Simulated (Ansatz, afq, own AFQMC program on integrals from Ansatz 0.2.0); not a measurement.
# CoN2+ (triplet): AFQMC on the coupled-cluster ladder at distance Co1–N2 = 2.618 Å, def2-SVP, part 2 of 2

Ansatz 0.2.0, Gaussian basis, and an in-house AFQMC program (afq) on its integrals; all values are calculated; def2-SVP, frozen cores. The steps go on from the part before.

## Step 12: CCSD(T) on UHF

The input, in.yaml:

```yaml
crystal:
  periodic: [false, false, false]
  atoms:
    - {symbol: Co, position_ang: [0.000000, 0.000000, 2.109333]}
    - {symbol: N, position_ang: [0.000000, 0.000000, -0.508667]}
    - {symbol: N, position_ang: [0.000000, 0.000000, -1.600667]}
basis:
  gaussian: {orbitals: def2-SVP}
total_charge: 1
magnetization: {spin_polarized: true, initial_magnetization: 2}
correlation: {method: ccsd_t, electrons: outside_noble_gas, hamiltonian_folder: ham}
```

The run is started by

```sh
ansatz run in.yaml --threads 1 --pin off --events-out ev --progress --plain --max-ram 15360MiB --backend cuda --devices 0, --max-vram 18GiB
```

Standard output, cut to the lines that bear on the results:

```text
Functional definition: HF
  name "HF"
  cite "Fock, Z. Phys. 61, 126 (1930) doi:10.1007/BF01340294"
  parent pbe
[...]
616 factors; integrals over basis functions are off by at most 1.1e-3 eV
[...]
mean field -40539.76039645 eV, -1489.8087157330 hartree, gradient 2.6e-6 eV, S^2 2.999057; 39 other end points of the search recorded, 0 dependent functions left out
determinant -40539.76039645 eV, -1489.8087157330 hartree, with singles and doubles -40551.61865856 eV, -1490.2444988276 hartree
determinant -40539.74469561 eV, -1489.8081387379 hartree, with singles and doubles -40551.59573677 eV, -1490.2436564673 hartree
determinant -40539.69481915 eV, -1489.8063058117 hartree, with singles and doubles -40551.52261533 eV, -1490.2409693043 hartree
determinant -40539.28497116 eV, -1489.7912441757 hartree, with singles and doubles -40551.30255207 eV, -1490.2328821285 hartree
[...]
determinant -40538.95740816 eV, -1489.7792064577 hartree, with singles and doubles -40552.12419868 eV, -1490.2630770843 hartree
determinant -40538.78658233 eV, -1489.7729287241 hartree, with singles and doubles -40552.07636666 eV, -1490.2613192900 hartree
determinant -40538.54564858 eV, -1489.7640745721 hartree, with singles and doubles -40551.90321393 eV, -1490.2549560449 hartree
determinant -40538.54243962 eV, -1489.7639566450 hartree, with singles and doubles -40551.86115178 eV, -1490.2534102893 hartree
11 core orbitals not correlated: weight in the atoms' cores, before any rotation towards them, 1.000 or more for the frozen orbitals, at most 0.000 for the correlated occupied ones
reference -40538.98237473 eV, -1489.7801239621 hartree; 10, 8 occupied and 38, 40 virtual orbitals, 616 factors
second order -13.30291921 eV of doubles, -0.00000000 eV of singles
cycle   1  -13.13940701 eV  change   -4.7e-6 eV  update   5.3e-6
perturbative correction -0.44047924 eV, -0.0161873134 hartree
Total energy: -40552.56226098 eV, -1490.2791755770 hartree
```

Wall time 18 s (1 × NVIDIA H100 80GB HBM3 with 1 thread of AMD EPYC 7R13 (Zen 3), shared host); peak host memory 1.6 GiB.

From the report: ⟨S²⟩ of the determinant 2.003 (pure triplet: 2.00); correlation -13.5799 eV; T1 0.012; largest double amplitude 0.07.

This run also writes the integrals to the folder ham.

## Step 13: CCSDT(Q) on UHF

in.yaml, as its differences from that of step 12:

```diff
@@ -10,2 +10,2 @@
 magnetization: {spin_polarized: true, initial_magnetization: 2}
-correlation: {method: ccsd_t, electrons: outside_noble_gas, hamiltonian_folder: ham}
+correlation: {method: ccsdt_q, electrons: outside_noble_gas}
```

Launched as before.

Standard output, cut to the lines that bear on the results:

```text
Functional definition: HF
  name "HF"
  cite "Fock, Z. Phys. 61, 126 (1930) doi:10.1007/BF01340294"
  parent pbe
[...]
1057 factors; integrals over basis functions are off by at most 1.7e-7 eV
[...]
mean field -40539.76050651 eV, -1489.8087197777 hartree, gradient 9.8e-8 eV, S^2 2.999056; 44 other end points of the search recorded, 0 dependent functions left out
determinant -40539.76050651 eV, -1489.8087197777 hartree, with singles and doubles -40551.61879478 eV, -1490.2445038337 hartree
determinant -40539.74480420 eV, -1489.8081427285 hartree, with singles and doubles -40551.59587093 eV, -1490.2436613979 hartree
determinant -40539.69492385 eV, -1489.8063096595 hartree, with singles and doubles -40551.52274616 eV, -1490.2409741119 hartree
determinant -40539.28509151 eV, -1489.7912485987 hartree, with singles and doubles -40551.30269835 eV, -1490.2328875041 hartree
[...]
determinant -40538.78672322 eV, -1489.7729339018 hartree, with singles and doubles -40552.07654490 eV, -1490.2613258404 hartree
determinant -40538.54579946 eV, -1489.7640801169 hartree, with singles and doubles -40551.90338698 eV, -1490.2549624042 hartree
determinant -40538.54257140 eV, -1489.7639614880 hartree, with singles and doubles -40551.86131852 eV, -1490.2534164168 hartree
[...]
11 core orbitals not correlated: weight in the atoms' cores, before any rotation towards them, 1.000 or more for the frozen orbitals, at most 0.000 for the correlated occupied ones
reference -40538.98252199 eV, -1489.7801293738 hartree; 10, 8 occupied and 38, 40 virtual orbitals, 1057 factors
second order -13.30296821 eV of doubles, -0.00000000 eV of singles
cycle   1  -12.65515832 eV  change    6.5e-1 eV  update   1.1e-1
[...]
cycle  27  -13.58247346 eV  change    8.5e-7 eV  update   1.8e-6
perturbative correction -0.04208479 eV, -0.0015465874 hartree
Total energy: -40552.60708024 eV, -1490.2808226544 hartree
```

Run time: 77 s. Hardware: 1 × NVIDIA H100 80GB HBM3 with 1 thread of AMD EPYC 7R13 (Zen 3), shared host; peak host memory 1.6 GiB.

From the report: ⟨S²⟩ of the determinant 2.003 (pure triplet: 2.00); correlation -13.6246 eV; T1 0.011; largest double amplitude 0.07.

## Step 14: Phaseless AFQMC, CISD trial on UHF

It reads the integrals that the CCSD(T) run on this determinant wrote.

The run is started by

```sh
afq ham --method phaseless --trial cisd --walkers 4000 --populations 20 --least-time 60 --time-step 0.005 --steps-per-block 50 --equilibration-blocks 40 --max-blocks 4000 --target-error 0.00051 --factor-cut 1e-05 --start spin_pure --seed 4479 --release-times 0.24,0.6,1.2,1.8,2.6 --release-step 0.04 --release-every 4 --taylor-order 6
```

Standard output:

```text
orbitals 48  electrons 10 8  factors 389 of 616
reference energy -1489.78012396 Eh
CCSD correlation -0.48286450 Eh in 17 cycles, weight of the determinant in the CISD state 0.8664
energy of the start -1490.262952 Eh
 block  time / (1/Eh)  mean weight  energy / Eh
     1     0.250  0.9999  -1490.256227
     2     0.500  1.0002  -1490.264710
     3     0.750  0.9999  -1490.271565
     4     1.000  1.0001  -1490.273257
     5     1.250  1.0001  -1490.278683
     6     1.500  1.0000  -1490.277985
     7     1.750  0.9995  -1490.278832
     8     2.000  1.0005  -1490.280166
     9     2.250  0.9998  -1490.279507
    10     2.500  1.0001  -1490.277719
    11     2.750  1.0000  -1490.277433
    13     3.250  0.9996  -1490.278222
    15     3.750  1.0000  -1490.279425
    17     4.250  1.0004  -1490.278785
    19     4.750  1.0001  -1490.282364
    21     5.250  0.9997  -1490.280821
    23     5.750  1.0001  -1490.279939
    25     6.250  0.9998  -1490.283668
    27     6.750  0.9995  -1490.278794
    29     7.250  0.9996  -1490.282819
    31     7.750  0.9999  -1490.279947
    33     8.250  0.9998  -1490.281588
    35     8.750  0.9997  -1490.283209
    37     9.250  0.9998  -1490.280966
    39     9.750  1.0001  -1490.279599
    41    10.250  0.9997  -1490.278522
    43    10.750  0.9998  -1490.277643
    45    11.250  1.0000  -1490.277021
    47    11.750  1.0001  -1490.280585
    49    12.250  1.0002  -1490.280438
    51    12.750  0.9995  -1490.280588
    53    13.250  1.0004  -1490.279594
    55    13.750  0.9997  -1490.279324
    57    14.250  0.9997  -1490.280932
    59    14.750  0.9996  -1490.280207
    61    15.250  1.0004  -1490.277445
    63    15.750  0.9999  -1490.281250
    65    16.250  1.0003  -1490.276761
    67    16.750  1.0004  -1490.279934
    69    17.250  0.9995  -1490.279509
    71    17.750  1.0004  -1490.278108
    73    18.250  0.9991  -1490.278112
    75    18.750  1.0004  -1490.281563
    77    19.250  0.9997  -1490.282575
    79    19.750  1.0007  -1490.279156
    81    20.250  0.9986  -1490.280682
    83    20.750  1.0002  -1490.280809
    85    21.250  1.0005  -1490.281627
    87    21.750  0.9998  -1490.278307
    89    22.250  1.0004  -1490.276699
error from the spread of 20 populations
released: time / (1/Eh)  energy / Eh  error  mean overlap
  0.24  -1490.280895  0.000341  0.9965
  0.60  -1490.281435  0.000466  1.0015
  1.20  -1490.282069  0.000636  0.9948
  1.80  -1490.280847  0.000656  0.9835
  2.60  -1490.279907  0.001872  0.9944
energy -1490.279756 +/- 0.000283 Eh
```

It took 2.2 min on 1 × NVIDIA H100 80GB HBM3 with 2 threads of AMD EPYC 7R13 (Zen 3), shared host; peak host memory 1.6 GiB.

Energy -40552.5781 ± 0.0077 eV. Caveats: constraint bias not in the error.

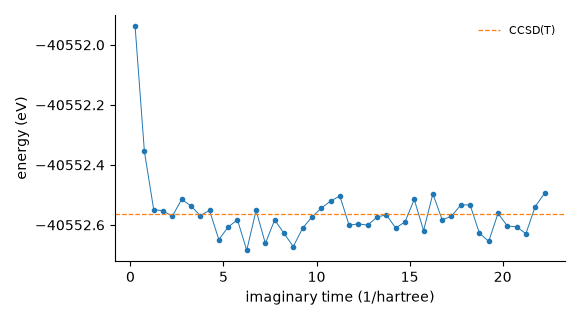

Block energies along the walk.

## Step 15: All levels side by side

On the ROHF determinant, counted from CCSDT(Q) (a yardstick, not exact):

```csv
level,energy (eV),from CCSDT(Q) (meV),statistical error (meV),time
HF,-40538.8587,+13654.5,,
MP2,-40552.1848,+328.3,,
CCSD,-40552.0284,+484.7,,
CCSD(T),-40552.4692,+43.9,,
CCSDT(Q),-40552.5132,0.0,,
"Phaseless AFQMC, CISD trial, step 0.005, 4000 walkers",-40552.5127,+0.4,7.3,2.2 min
"Phaseless AFQMC, single-determinant trial, step 0.005, 4000 walkers",-40552.6603,-147.1,44.6,31 s
```

On the UHF determinant, counted from CCSDT(Q) (a yardstick, not exact):

```csv
level,energy (eV),from CCSDT(Q) (meV),statistical error (meV),time
HF,-40538.9824,+13624.7,,
MP2,-40552.2853,+321.8,,
CCSD,-40552.1218,+485.3,,
CCSD(T),-40552.5623,+44.8,,
CCSDT(Q),-40552.6071,0.0,,
"Phaseless AFQMC, CISD trial, step 0.005, 4000 walkers",-40552.5781,+29.0,7.7,2.2 min
```

The functionals' totals stand on their own zeros and serve differences with other points: PBE -40581.073 eV; r2SCAN -40588.947 eV; PBE0 -40581.590 eV; B3LYP -40592.178 eV; wB97M-V -40588.679 eV; B2PLYP -40580.474 eV.

## Step 16: Results

What follows sums up all 2 parts.

```
                                                       quantity              value
                                  CCSD(T) on ROHF from CCSDT(Q)          +43.9 meV
              Phaseless AFQMC, CISD trial on ROHF from CCSDT(Q)     +0.4 ± 7.3 meV
Phaseless AFQMC, single-determinant trial on ROHF from CCSDT(Q)  -147.1 ± 44.6 meV
                                   CCSD(T) on UHF from CCSDT(Q)          +44.8 meV
               Phaseless AFQMC, CISD trial on UHF from CCSDT(Q)    +29.0 ± 7.7 meV
```

On ROHF the phaseless walk with the CISD trial lies +0.4 meV from CCSDT(Q), within three error bars. On UHF the phaseless walk with the CISD trial lies +29.0 meV from CCSDT(Q), 4 times its error bar. Error bars are statistical and leave out the constraint, the time step and what remains of the start.
